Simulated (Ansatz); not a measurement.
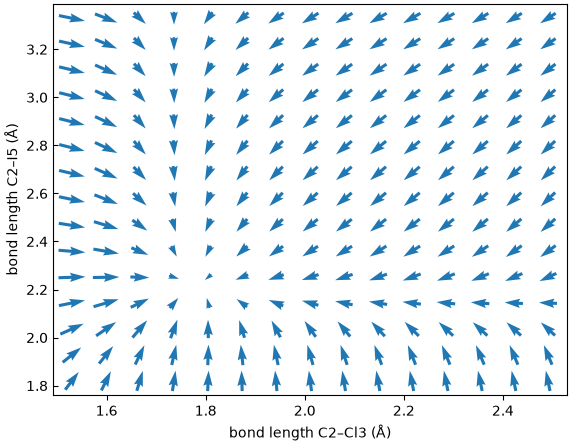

CCl₂FI, SMILES FC(Cl)(Cl)I. Coordinates scanned: (1) bond length C2–Cl3; (2) bond length C2–I5. Nothing is relaxed (all other coordinates rigid). The grid has 15 × 15 points. Points are written as (first, second). The reference is spin-restricted, which grows unreliable where a bond is stretched far. Computed with Ansatz 0.2.0, RKS PBE-D4/def2-SVP.

In the figure: arrows along the force (downhill), their lengths compressed.

Q: The arrows alone are given. Where is the energy lowest?

A: The arrows converge at about (1.779 Å, 2.219 Å) (read from the interpolated surface).

The energy map of the same scan:

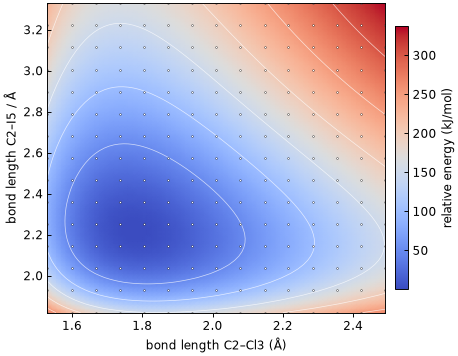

Energies are in kJ/mol, from the relaxed molecule at the same level; between grid points the surface is interpolated.
